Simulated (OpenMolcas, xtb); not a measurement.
How methods differ on SiH4O3 (SMILES O[SiH](O)O)

SiH4O3: 8 atoms, total charge 0, spin state singlet. As SMILES, `O[SiH](O)O`. Geometry: relaxed at PBE0-D4/def2-TZVP. This is one conformer, not always the lowest.

Quantity: the vertical electron affinity (to the doublet anion), in eV. The values are calculated.

The electron affinity is E(neutral) − E(anion): positive where the electron is bound.

```tsv
level	kind	program	value (eV)	CPU time (all runs)
GFN2-xTB	semi-empirical	xtb	-0.62	under 2 s
HF/6-311+G**	Hartree–Fock	OpenMolcas	-1.53	81 s
SVWN5/6-311+G**	LDA	OpenMolcas	-0.67	3.2 min
PBE/6-311+G**	GGA	OpenMolcas	-0.78	3.9 min
r2SCAN/6-311+G**	meta-GGA	OpenMolcas	-0.93	4.5 min
PBE0/6-311+G**	global hybrid	OpenMolcas	-0.93	2.5 min
```

Where it was recorded, the anion's HOMO is positive in HF/6-311+G**, SVWN5/6-311+G**, PBE/6-311+G**, r2SCAN/6-311+G**, PBE0/6-311+G**: a fault of the level (basis or self-interaction), which says nothing on whether the real anion is bound. The values span -1.53 to -0.62 eV. The xTB values lack the empirical shift that such differences need. Negative values mean that the anion is unbound at that level; they are set by how diffuse the basis is and aren't properties of the molecule, whose anion may well be bound. CPU times are rough (shared hosts, several kinds of processor and program).

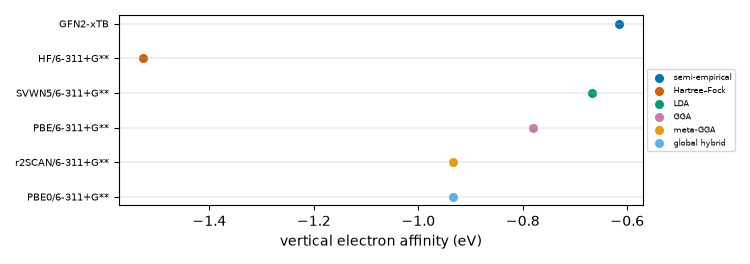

The values of the table, level by level.
